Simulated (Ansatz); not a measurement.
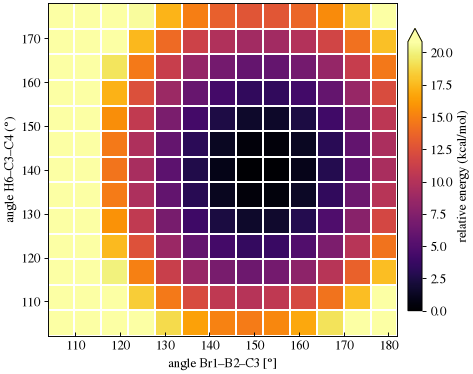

Energy landscape of C2HBBr2, SMILES BrB1C=C1Br. Coordinates scanned: (1) angle Br1–B2–C3; (2) angle H6–C3–C4. Nothing is relaxed (all other coordinates rigid). Grid: 13 × 13 points. Energies are in kcal/mol, from the lowest grid point. Computed with RKS r2SCAN-D4/def2-SVP in Ansatz.

Drawn: one coloured cell a grid point, one colour for all values above the top of the scale. 

Q: Where are the wells?

A: The lowest grid point is at angle Br1–B2–C3 = 148.9°, angle H6–C3–C4 = 140.1°. It is the only kind of minimum in the scanned range. The highest grid point, angle Br1–B2–C3 = 106.8°, angle H6–C3–C4 = 105.1°, lies 41.8 kcal/mol above the lowest. Round the minimum the two coordinates are weakly coupled (coupling −0.05 in units of the two stiffnesses).

The input of one point:

```yaml
crystal:
  periodic: [false, false, false]
  atoms:
    - { symbol: Br, position_ang: [-1.481035, -2.348806, -0.040288] }
    - { symbol: B, position_ang: [-0.46158, -0.76813, -0.003468] }
    - { symbol: C, position_ang: [0.616253, 0.036742, 0.628751] }
    - { symbol: C, position_ang: [-0.021672, 0.573934, -0.439558] }
    - { symbol: Br, position_ang: [0.023919, 2.130459, -1.45549] }
    - { symbol: H, position_ang: [1.412351, 0.277214, 1.338125] }
basis:
  gaussian: { orbitals: def2-SVP }
hamiltonian:
  xc: r2scan
  dispersion: d4
output:
  forces: true
```

Each point was launched as `ansatz run input.yaml --threads 1 --pin off --max-ram 2560MiB --backend cpu --events-out ev --progress --plain --runs-dir out`. The whole map (169 points run) took 8.8 min on 1 thread of AMD EPYC 9R45 96-Core Processor (Zen 5), on a shared host.
